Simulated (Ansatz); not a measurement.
# Copper, diamond under r²SCAN: from relaxation to bulk modulus

Aim: take copper in the diamond structure, relax it, solve it on a dense k-mesh, switch on spin-orbit coupling, then scale the cell to 7 volumes from 88 to 112 % of the relaxed one and try a fit of the equation of state. The k-meshes are 11×11×11 for the relaxation; 17×17×17 for the dense run; 10×10×10 for spin-orbit coupling; 12×12×12 for the volumes.

This is Cu in the diamond structure; at room conditions it is fcc.

Computed with Ansatz 0.2.0 (DFT r2SCAN, plane waves (500 eV) with PAW, scalar-relativistic; PAW files made under PBE, frozen cores solved again for the functional, unless a step says otherwise).

### 1 Starting point

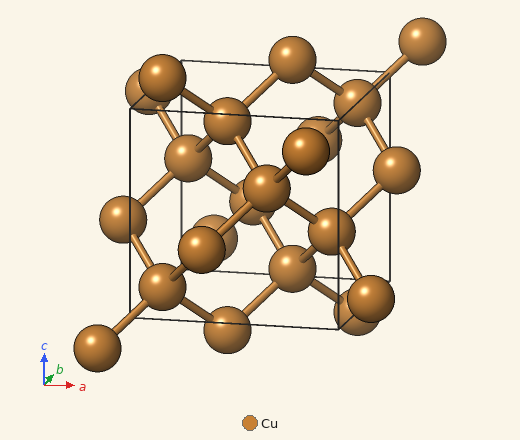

Start, viewed slightly off an axis; copper orange. The conventional cell is drawn; the run uses a primitive one. Any atoms on the faces are drawn again on the opposite ones, and bonded neighbours outside are added.

Structure file:

```
Cu
1.0
     0.00000    2.51687    2.51687
     2.51687    0.00000    2.51687
     2.51687    2.51687    0.00000
Cu
2
Direct
  0.12500 0.12500 0.12500
  0.87500 0.87500 0.87500
```

### 2 Geometry optimisation

Contents of input.yaml:

```yaml
crystal:
  lattice:
    - [0.0, 2.5168736955, 2.5168736955]
    - [2.5168736955, 0.0, 2.5168736955]
    - [2.5168736955, 2.5168736955, 0.0]
  atoms:
    - { symbol: Cu, position: [0.125, 0.125, 0.125] }
    - { symbol: Cu, position: [0.875, 0.875, 0.875] }
hamiltonian:
  xc: r2scan
  pseudopotentials:
    kind: paw
    azcp:
      Cu: "pseudopotentials/Cu.paw.azcp"
basis:
  ecutwfc: 500
  fft_grid_basis: typed
kpoints:
  mp_grid: { grid: [11, 11, 11], shift: [0, 0, 0] }
magnetization:
  spin_polarized: false
scf:
  occupations: { method: fermi_dirac, width: 0.1 }
relax:
  max_steps: 60
  f_tol: 0.01
  cell: {}
```

The run is started by

```sh
$ ansatz run input.yaml --threads 1 --pin off --max-ram 3584MiB --backend cpu --events-out ev --progress --plain --runs-dir out
```

Output:

```text
Engine: ansatz 0.2.0, x86_64-unknown-linux-gnu
Pseudopotentials: kind: paw
Pseudopotential: Cu, paw, valence charge 19, recommended cutoff 500 eV (meta_gga), <dir>
Functional definition: r2SCAN
  parameter k0 = 0.174
  parameter k1 = 0.065
  parameter a1 = 4.9479
  exchange = r2scan_x(k0 = k0, k1 = k1, a1 = a1)
  correlation = r2scan_c
Crystal: 2 atoms, lattice volume = 31.887 Å³
Basis set: ecut = 500 eV, 869 PW (Γ), exchange–correlation on 108×108×108 points (64 copies of the dense FFT grid, shifted against one another)
Bands: 23, of which v1, the nominal top of the filled ones, is band 19 counted from 1 (18 counted from 0)
Symmetry: 48 space group operations
Space group: Fd-3m (ITA 227), of the structure as read, at distance tolerance 3.2e-5 Å
k-points: 56 of 1331
Non-local potential: Cu, projectors of the file, l = 0: 3, l = 1: 2, l = 2: 3, l = 3: 1
PAW form: soft (Blöchl's): semilocal exchange-correlation on the pseudo side does not see the compensation charge
PAW frozen core: Cu, regenerated for the run's functional (the file was generated under x = pbe(κ = 0.804, μ = 0.2195149727645171), c = pbe(β = 0.06672455060314922))
PAW one-centre angular grid: Cu, 590 points (default); XC on 160 Gauss nodes
Initial density: superposition of atomic densities (neutral atoms: chi_scale 0, normalization atom), corrected by the library's trained network
Initial wavefunctions: pseudopotential atomic-orbital guess
Functional: x = r2scan, c = r2scan; τ floored in thin density (d = 2e-4 eV/Å³)
SCF iter   1: F=—  HF=-13260.151825 eV  |F-HF|=—  |Δ(HF+E_count)|=         —  Δρ=3.94e-2  dr2=2.89e-1  dr2_τ=3.40e-3  ethr=1.77e-3  ⟨swp⟩=5.2  Hψ=4944  notcnv=0
preconditioner: auto → Kerker (q_TF=auto, 2.809 Å⁻¹)  [metal: Δε(μ)=0.093 eV  Ē_g=9.408 eV  σ=0.100 eV  W_gap=0.23  n_scr=14 (ndim 8)  ℏωp=30.8 eV  f_vac=0.069  D(μ)=0.71/eV (n_scr^D=0)]
SCF iter   2: F=—  HF=-13260.124326 eV  |F-HF|=—  |Δ(HF+E_count)|=   2.75e-2  Δρ=1.46e-2  dr2=2.48e-2  dr2_τ=2.91e-3  ethr=7.61e-4  ⟨swp⟩=2.6  Hψ=2602  notcnv=0
SCF iter   3: F=—  HF=-13260.105978 eV  |F-HF|=—  |Δ(HF+E_count)|=   1.83e-2  Δρ=9.12e-3  dr2=2.14e-2  dr2_τ=8.45e-5  ethr=6.54e-5  ⟨swp⟩=2.0  Hψ=2576  notcnv=0
SCF iter   4: F=—  HF=-13260.100650 eV  |F-HF|=—  |Δ(HF+E_count)|=   5.33e-3  Δρ=1.41e-3  dr2=9.18e-4  dr2_τ=2.01e-5  ethr=5.63e-5  ⟨swp⟩=1.2  Hψ=1617  notcnv=0
SCF iter   5: F=—  HF=-13260.101287 eV  |F-HF|=—  |Δ(HF+E_count)|=   6.37e-4  Δρ=8.50e-4  dr2=3.48e-4  dr2_τ=1.87e-6  ethr=2.41e-6  ⟨swp⟩=2.0  Hψ=1911  notcnv=0
SCF iter   6: F=—  HF=-13260.101276 eV  |F-HF|=—  |Δ(HF+E_count)|=   1.08e-5  Δρ=3.53e-4  dr2=4.45e-5  dr2_τ=7.16e-8  ethr=9.15e-7  ⟨swp⟩=2.3  Hψ=1720  notcnv=0
SCF iter   7: F=—  HF=-13260.101278 eV  |F-HF|=—  |Δ(HF+E_count)|=   1.67e-6  Δρ=3.54e-5  dr2=4.15e-7  dr2_τ=1.02e-8  ethr=1.17e-7  ⟨swp⟩=2.4  Hψ=1846  notcnv=0
SCF iter   8: F=-13260.101279 eV  HF=-13260.101279 eV  |F-HF|=2.52e-8  |Δ(HF+E_count)|=   5.44e-7  Δρ=8.40e-6  dr2=1.43e-8  dr2_τ=3.90e-10  ethr=2.63e-10  ⟨swp⟩=4.0  Hψ=4574  notcnv=0
SCF 1 converged in 8 iterations: F = -13260.101279 eV  dr2 = 1.43e-8
relax step   1: F+E_penalty+E_count = -13260.10127859 eV  Δ(F+E_penalty+E_count) = +0.000e0 eV  max|allowed force component| = 3.238e-17 eV/Å  Δτ_max = 0.0000 Å  P = +11.343 GPa  Ω = 31.887 Å³  (8 SCF iters, dr2 threshold 1.00e-7 eV, accepted)
Crystal: 2 atoms, lattice volume = 33.634 Å³
Initial density: handed on by an earlier stage of this run
Initial wavefunctions: those handed on with the density
iter 1 solved again at ethr=2.07e-4 eV; its pass at ethr=3.10e-3 eV (dr2=7.88e-2 eV) is discarded
SCF iter   1: F=—  HF=-13260.110558 eV  |F-HF|=—  |Δ(HF+E_count)|=         —  Δρ=1.95e-2  dr2=7.92e-2  dr2_τ=6.48e-2  ethr=2.07e-4  ⟨swp⟩=1.0  Hψ=6353  notcnv=0
preconditioner: auto → Kerker (q_TF=auto, 2.784 Å⁻¹)  [metal: Δε(μ)=0.068 eV  Ē_g=8.942 eV  σ=0.100 eV  W_gap=0.16  n_scr=14 (ndim 8)  ℏωp=30.0 eV  f_vac=0.093  D(μ)=0.73/eV (n_scr^D=0)]
SCF iter   2: F=—  HF=-13260.204965 eV  |F-HF|=—  |Δ(HF+E_count)|=   9.44e-2  Δρ=1.72e-2  dr2=4.53e-2  dr2_τ=7.74e-4  ethr=2.07e-4  ⟨swp⟩=2.9  Hψ=2570  notcnv=0
SCF iter   3: F=—  HF=-13260.191335 eV  |F-HF|=—  |Δ(HF+E_count)|=   1.36e-2  Δρ=2.98e-3  dr2=8.57e-4  dr2_τ=1.06e-5  ethr=1.19e-4  ⟨swp⟩=2.0  Hψ=2479  notcnv=0
SCF iter   4: F=—  HF=-13260.191391 eV  |F-HF|=—  |Δ(HF+E_count)|=   5.67e-5  Δρ=7.37e-4  dr2=2.10e-4  dr2_τ=2.28e-6  ethr=2.25e-6  ⟨swp⟩=2.0  Hψ=2378  notcnv=0
SCF iter   5: F=—  HF=-13260.191742 eV  |F-HF|=—  |Δ(HF+E_count)|=   3.51e-4  Δρ=1.82e-3  dr2=5.29e-4  dr2_τ=1.89e-6  ethr=5.52e-7  ⟨swp⟩=2.0  Hψ=2308  notcnv=0
SCF iter   6: F=—  HF=-13260.191689 eV  |F-HF|=—  |Δ(HF+E_count)|=   5.36e-5  Δρ=9.18e-4  dr2=1.41e-4  dr2_τ=1.04e-6  ethr=5.52e-7  ⟨swp⟩=2.5  Hψ=1875  notcnv=0
SCF iter   7: F=—  HF=-13260.191665 eV  |F-HF|=—  |Δ(HF+E_count)|=   2.43e-5  Δρ=1.01e-4  dr2=2.35e-6  dr2_τ=1.33e-8  ethr=3.71e-7  ⟨swp⟩=2.0  Hψ=1873  notcnv=0
SCF iter   8: F=—  HF=-13260.191665 eV  |F-HF|=—  |Δ(HF+E_count)|=   2.03e-7  Δρ=1.18e-4  dr2=2.58e-6  dr2_τ=8.53e-9  ethr=6.19e-9  ⟨swp⟩=1.3  Hψ=1305  notcnv=0
SCF iter   9: F=—  HF=-13260.191664 eV  |F-HF|=—  |Δ(HF+E_count)|=   4.06e-7  Δρ=3.91e-5  dr2=2.82e-7  dr2_τ=1.83e-9  ethr=6.19e-9  ⟨swp⟩=2.4  Hψ=1711  notcnv=0
SCF iter  10: F=-13260.191664 eV  HF=-13260.191664 eV  |F-HF|=2.61e-9  |Δ(HF+E_count)|=   4.04e-8  Δρ=4.14e-6  dr2=3.54e-9  dr2_τ=3.41e-11  ethr=5.26e-10  ⟨swp⟩=4.0  Hψ=4225  notcnv=0
SCF 2 converged in 10 iterations: F = -13260.191664 eV  dr2 = 3.54e-9
relax step   2: F+E_penalty+E_count = -13260.19166436 eV  Δ(F+E_penalty+E_count) = -9.039e-2 eV  max|allowed force component| = 5.320e-17 eV/Å  Δτ_max = 0.0000 Å  P = +5.680 GPa  Ω = 33.634 Å³  energy of the carried Pulay correction = -9.594e-4 eV  (10 SCF iters, dr2 threshold 2.00e-7 eV, accepted)
Crystal: 2 atoms, lattice volume = 35.589 Å³
Basis set: ecut = 500 eV, 893 PW (Γ), exchange–correlation on 108×108×108 points (64 copies of the dense FFT grid, shifted against one another)
iter 1 solved again at ethr=2.48e-4 eV; its pass at ethr=3.10e-3 eV (dr2=9.42e-2 eV) is discarded
SCF iter   1: F=—  HF=-13260.141921 eV  |F-HF|=—  |Δ(HF+E_count)|=         —  Δρ=2.08e-2  dr2=9.48e-2  dr2_τ=7.15e-2  ethr=2.48e-4  ⟨swp⟩=1.0  Hψ=6431  notcnv=0
preconditioner: auto → Kerker (q_TF=auto, 2.758 Å⁻¹)  [metal: Δε(μ)=0.074 eV  Ē_g=8.659 eV  σ=0.100 eV  W_gap=0.18  n_scr=14 (ndim 8)  ℏωp=29.2 eV  f_vac=0.114  D(μ)=0.75/eV (n_scr^D=0)]
SCF iter   2: F=—  HF=-13260.247733 eV  |F-HF|=—  |Δ(HF+E_count)|=   1.06e-1  Δρ=1.92e-2  dr2=6.10e-2  dr2_τ=9.23e-4  ethr=2.48e-4  ⟨swp⟩=2.5  Hψ=2431  notcnv=0
SCF iter   3: F=—  HF=-13260.229932 eV  |F-HF|=—  |Δ(HF+E_count)|=   1.78e-2  Δρ=3.83e-3  dr2=1.58e-3  dr2_τ=1.87e-5  ethr=1.61e-4  ⟨swp⟩=2.0  Hψ=2510  notcnv=0
SCF iter   4: F=—  HF=-13260.229721 eV  |F-HF|=—  |Δ(HF+E_count)|=   2.11e-4  Δρ=7.45e-4  dr2=2.92e-4  dr2_τ=2.40e-6  ethr=4.15e-6  ⟨swp⟩=2.0  Hψ=2371  notcnv=0
SCF iter   5: F=—  HF=-13260.230040 eV  |F-HF|=—  |Δ(HF+E_count)|=   3.19e-4  Δρ=1.97e-3  dr2=6.38e-4  dr2_τ=3.48e-6  ethr=7.67e-7  ⟨swp⟩=2.0  Hψ=2291  notcnv=0
SCF iter   6: F=—  HF=-13260.229980 eV  |F-HF|=—  |Δ(HF+E_count)|=   5.98e-5  Δρ=1.24e-3  dr2=2.64e-4  dr2_τ=2.77e-6  ethr=7.67e-7  ⟨swp⟩=1.0  Hψ=1288  notcnv=0
SCF iter   7: F=—  HF=-13260.229945 eV  |F-HF|=—  |Δ(HF+E_count)|=   3.55e-5  Δρ=3.22e-4  dr2=1.80e-5  dr2_τ=2.39e-7  ethr=6.94e-7  ⟨swp⟩=2.6  Hψ=1895  notcnv=0
SCF iter   8: F=—  HF=-13260.229945 eV  |F-HF|=—  |Δ(HF+E_count)|=   5.19e-8  Δρ=1.14e-4  dr2=2.64e-6  dr2_τ=6.43e-9  ethr=4.73e-8  ⟨swp⟩=2.9  Hψ=2330  notcnv=0
SCF iter   9: F=—  HF=-13260.229944 eV  |F-HF|=—  |Δ(HF+E_count)|=   4.79e-7  Δρ=4.47e-5  dr2=3.94e-7  dr2_τ=4.14e-9  ethr=6.96e-9  ⟨swp⟩=2.4  Hψ=1806  notcnv=0
SCF iter  10: F=-13260.229944 eV  HF=-13260.229944 eV  |F-HF|=1.24e-8  |Δ(HF+E_count)|=   6.95e-8  Δρ=8.28e-6  dr2=1.39e-8  dr2_τ=1.36e-10  ethr=5.26e-10  ⟨swp⟩=4.1  Hψ=4659  notcnv=0
SCF 3 converged in 10 iterations: F = -13260.229944 eV  dr2 = 1.39e-8
relax step   3: F+E_penalty+E_count = -13260.22994425 eV  Δ(F+E_penalty+E_count) = -3.828e-2 eV  max|allowed force component| = 6.708e-17 eV/Å  Δτ_max = 0.0000 Å  P = +1.015 GPa  Ω = 35.589 Å³  energy of the carried Pulay correction = -1.974e-3 eV  (10 SCF iters, dr2 threshold 2.00e-7 eV, accepted)
[... 13 lines left out ...]
relax step   4: F+E_penalty+E_count = -13260.23132226 eV  Δ(F+E_penalty+E_count) = -1.378e-3 eV  max|allowed force component| = 7.401e-17 eV/Å  Δτ_max = 0.0000 Å  P = +0.007 GPa  Ω = 36.111 Å³  energy of the carried Pulay correction = -2.235e-3 eV  (8 SCF iters, dr2 threshold 2.00e-7 eV, accepted)
[... 14 lines left out ...]
relax step   5: F+E_penalty+E_count = -13260.23474476 eV  Δ(F+E_penalty+E_count) = -3.423e-3 eV  max|allowed force component| = 1.018e-16 eV/Å  Δτ_max = 0.0000 Å  P = +0.087 GPa  Ω = 36.111 Å³  stress off target by 8.66e-2 GPa  SCF on the basis re-selected at this cell (its energy is not comparable with the rows above)  (9 SCF iters)
[... 12 lines left out ...]
relax step   6: F+E_penalty+E_count = -13260.23473321 eV  Δ(F+E_penalty+E_count) = +1.155e-5 eV  max|allowed force component| = 5.089e-17 eV/Å  Δτ_max = 0.0000 Å  P = +0.001 GPa  Ω = 36.157 Å³  energy of the carried Pulay correction = -2.424e-5 eV  (7 SCF iters, dr2 threshold 1.88e-8 eV, accepted)
iter 1 solved again at ethr=1.29e-8 eV; its pass at ethr=3.10e-3 eV (dr2=4.91e-6 eV) is discarded
SCF iter   1: F=—  HF=-13260.234757 eV  |F-HF|=—  |Δ(HF+E_count)|=         —  Δρ=3.05e-6  dr2=1.03e-9  dr2_τ=1.63e-9  ethr=1.29e-8  ⟨swp⟩=3.2  Hψ=8531  notcnv=0
preconditioner: auto → Kerker (q_TF=auto, 2.751 Å⁻¹)  [metal: Δε(μ)=0.049 eV  Ē_g=8.433 eV  σ=0.100 eV  W_gap=0.12  n_scr=14 (ndim 8)  ℏωp=29.0 eV  f_vac=0.125  D(μ)=0.79/eV (n_scr^D=0)]
SCF iter   2: F=—  HF=-13260.234760 eV  |F-HF|=—  |Δ(HF+E_count)|=   3.28e-6  Δρ=6.49e-6  dr2=8.58e-9  dr2_τ=1.70e-10  ethr=2.70e-12  ⟨swp⟩=2.9  Hψ=2741  notcnv=0
SCF iter   3: F=—  HF=-13260.234760 eV  |F-HF|=—  |Δ(HF+E_count)|=  9.28e-10  Δρ=1.29e-6  dr2=3.40e-10  dr2_τ=9.50e-11  ethr=2.70e-12  ⟨swp⟩=2.0  Hψ=2354  notcnv=0
SCF iter   4: F=—  HF=-13260.234760 eV  |F-HF|=—  |Δ(HF+E_count)|=  1.33e-10  Δρ=4.76e-7  dr2=4.81e-11  dr2_τ=6.09e-13  ethr=1.00e-12  ⟨swp⟩=2.0  Hψ=1906  notcnv=0
SCF iter   5: F=-13260.234760 eV  HF=-13260.234760 eV  |F-HF|=9.09e-12  |Δ(HF+E_count)|=  6.73e-11  Δρ=1.84e-7  dr2=1.21e-11  dr2_τ=3.28e-13  ethr=1.00e-12  ⟨swp⟩=5.0  Hψ=5335  notcnv=0
SCF 7 converged in 5 iterations: F = -13260.234760 eV  dr2 = 1.21e-11
relax step   7: F+E_penalty+E_count = -13260.23476002 eV  Δ(F+E_penalty+E_count) = -2.681e-5 eV  max|allowed force component| = 6.245e-17 eV/Å  Δτ_max = 0.0000 Å  P = +0.001 GPa  Ω = 36.157 Å³  stress off target by 1.45e-3 GPa  SCF on the basis re-selected at this cell (its energy is not comparable with the rows above)  (5 SCF iters)
basis re-selected at this cell: Δ(F+E_penalty+E_count) = -2.681e-5 eV, ΔP = +0.001 GPa vs the last step (what re-selecting the basis moved, of the pressure what is left beyond the Pulay correction that the steps carried, after the strain that the cell walked since its last selection, with what the two solves' SCF thresholds leave and, on support functions, any second-order correction that the steps lacked; it is no measure of the basis error at this ecutwfc). This SCF's stress stands 1.45e-3 GPa from its target on what of the cell is left free (relax.cell.stress_tol is 5.00e-2 GPa) and its largest allowed force component is 6.25e-17 eV/Å (relax.f_tol is 1.00e-2 eV/Å): within both
SCF converged after 5 iterations
Free energy (F): -13260.234760 eV
Harris-Foulkes:  -13260.234760 eV  (|F-HF|=9.09e-12)
Internal energy: -13260.209929 eV  (E = F + TS)
E sigma→0 (E₀):  -13260.222344 eV
Entropy (-TS):   -0.024831 eV (-12.416 meV/atom)
Fermi energy:    9.114680 eV
--- Per-component energies (eV) ---
  E_band       = -1037.208701
  E_kinetic    = 599.325730
  E_local      = -10378.182312  (includes V_loc(G=0)·N_el)
  E_nonlocal   = 798.956312
  E_hartree    = 4582.924022
  E_xc         = -163.931427
  E_vxc        = -244.096418  (∫ρ·V_xc dr)
  E_paw        = -3364.074071  (= ΣΔE_a)
  E_vpaw       = -996.839069  (= ΣTr[D̂ρ^β])
  E_aug_tail   = 0.000290  (compensation charges beyond the density's cutoff)
  E_vtau       = 17.778739  (kinetic-family band-sum trace: ∫τ·v_τ [+ j·A + Jᵃ·Aᵃ] dr)
  E_ewald      = -5334.626256
  E_core_change = -0.602216  (= ΣΔE_core)
  E_smearing   = -0.024831  (= −TS)
  E_closure    = -0.000000  (closes the sum)
  Σ components = -13260.234760   (vs F -13260.234760, Δ=0.00e0)
--- Forces (eV/Å), atoms counted from 1 ---
  atom   1  Cu    -0.00000000    -0.00000000    -0.00000000
  atom   2  Cu     0.00000000     0.00000000     0.00000000
  max |Σ_I F_I| component: 1.39e-17 eV/Å
--- Stress (GPa, compression-positive) ---
        0.001453       0.000000       0.000000
        0.000000       0.001453       0.000000
        0.000000       0.000000       0.001453
  P = ⅓ Tr σ = 0.0015 GPa (0.015 kbar)
--- Relaxed structure (5 steps of the walk, 5 accepted, 2 SCFs on fresh bases) ---
  F+E_penalty+E_count = -13260.23476002 eV   max|allowed force component| = 6.245e-17 eV/Å   (the final SCF, on the basis selected at the relaxed cell)
  cell:  # Å, volume = 36.1574 Å³
    - [-1.60344988889971e-33, 2.624555141736868, 2.624555141736868]
    - [2.624555141736868, -1.858218485948731e-33, 2.624555141736868]
    - [2.624555141736868, 2.624555141736868, -5.604909236185149e-34]
  atoms:
    - { symbol: Cu, position: [0.12500000000000003, 0.12500000000000003, 0.12500000000000003] }
    - { symbol: Cu, position: [0.8750000000000002, 0.8750000000000002, 0.8750000000000002] }
```

Run time: 55 s. Hardware: 1 thread of Intel Xeon Platinum 8259CL at 2.50GHz (Skylake/Cascade Lake), shared host; peak memory 0.66 GiB.

Step by step:

```
step  energy change (meV/atom)  largest force (eV/Å)  pressure (GPa)  volume (Å³/atom)
   1                      0.00                0.0000           11.34            15.944
   2                    -45.19                0.0000            5.68            16.817
   3                    -64.33                0.0000            1.02            17.795
   4                    -65.02                0.0000            0.01            18.055
   5                    -66.73                0.0000            0.09            18.055
   6                    -66.73                0.0000            0.00            18.079
   7                    -66.74                0.0000            0.00            18.079
```

Steps that repeat a cell are solved on a basis chosen anew, so their changes of energy are no gain of the relaxation.

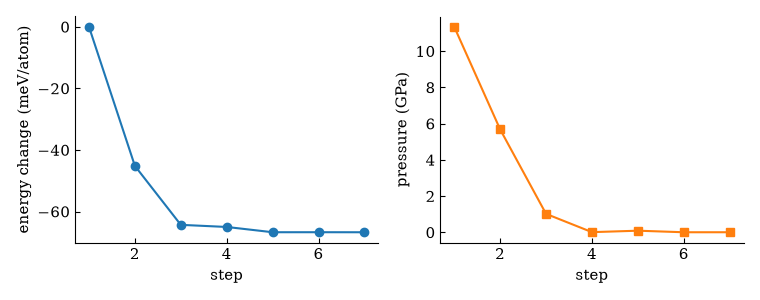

Energy and pressure over the accepted steps.

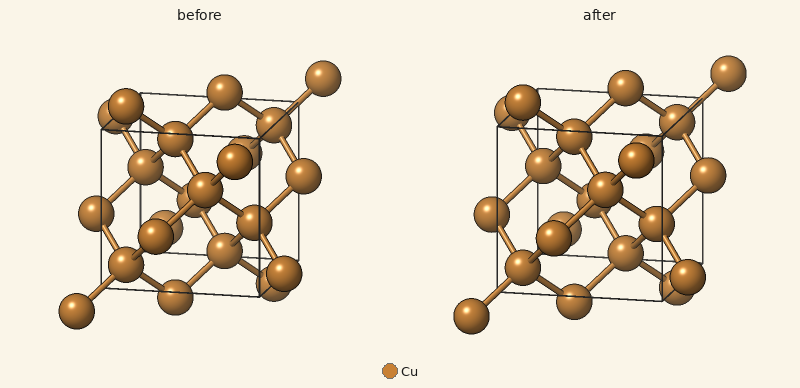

Before and after, at one scale. The cells drawn are those of the first picture.

Changes in the cell that was computed:

|  | before | after | change |
| --- | --- | --- | --- |
| a (Å) | 3.559 | 3.712 | +4.3 % |
| b (Å) | 3.559 | 3.712 | +4.3 % |
| c (Å) | 3.559 | 3.712 | +4.3 % |
| volume (Å³/atom) | 15.944 | 18.079 | +13.4 % |
| shortest distance (Å) | 2.180 | 2.273 | +4.3 % |
| space group (spins left aside) | Fd-3m | Fd-3m | same |

### 3 Single point on a dense mesh

Contents of input.yaml:

```yaml
crystal:
  lattice:
    - [0.0, 2.6245551417, 2.6245551417]
    - [2.6245551417, 0.0, 2.6245551417]
    - [2.6245551417, 2.6245551417, 0.0]
  atoms:
    - { symbol: Cu, position: [0.125, 0.125, 0.125] }
    - { symbol: Cu, position: [0.875, 0.875, 0.875] }
hamiltonian:
  xc: r2scan
  pseudopotentials:
    kind: paw
    azcp:
      Cu: "pseudopotentials/Cu.paw.azcp"
basis:
  ecutwfc: 500
  fft_grid_basis: typed
kpoints:
  mp_grid: { grid: [17, 17, 17], shift: [0, 0, 0] }
magnetization:
  spin_polarized: false
scf:
  occupations: { method: fermi_dirac, width: 0.1 }
```

The run is started by

```sh
$ ansatz run input.yaml --threads 1 --pin off --max-ram 3584MiB --backend cpu --events-out ev --progress --plain --runs-dir out
```

Output, shortened:

```text
[...]
Pseudopotentials: kind: paw
Pseudopotential: Cu, paw, valence charge 19, recommended cutoff 500 eV (meta_gga), <dir>
Functional definition: r2SCAN
[...]
Crystal: 2 atoms, lattice volume = 36.157 Å³
Basis set: ecut = 500 eV, 941 PW (Γ), exchange–correlation on 120×120×120 points (64 copies of the dense FFT grid, shifted against one another)
Bands: 23, of which v1, the nominal top of the filled ones, is band 19 counted from 1 (18 counted from 0)
Symmetry: 48 space group operations
Space group: Fd-3m (ITA 227), of the structure as read, at distance tolerance 3.3e-5 Å
k-points: 165 of 4913
[...]
SCF iter   1: F=—  HF=-13260.295410 eV  |F-HF|=—  |Δ(HF+E_count)|=         —  Δρ=4.05e-2  dr2=3.54e-1  dr2_τ=3.36e-3  ethr=1.77e-3  ⟨swp⟩=5.1  Hψ=14390  notcnv=0
[...]
SCF iter   8: F=-13260.233624 eV  HF=-13260.233624 eV  |F-HF|=1.09e-8  |Δ(HF+E_count)|=   4.98e-7  Δρ=1.25e-5  dr2=3.70e-8  dr2_τ=5.26e-10  ethr=2.63e-10  ⟨swp⟩=3.0  Hψ=9272  notcnv=0
[...]
SCF converged after 8 iterations
Free energy (F): -13260.233624 eV
[...]
E sigma→0 (E₀):  -13260.221284 eV
Entropy (-TS):   -0.024680 eV (-12.340 meV/atom)
Fermi energy:    9.113955 eV
[...]
```

Run time: 13 s. Hardware: 1 thread of Intel Xeon Platinum 8259CL at 2.50GHz (Skylake/Cascade Lake), shared host; peak memory 0.66 GiB.

(Part 1 of 2 ends here.)
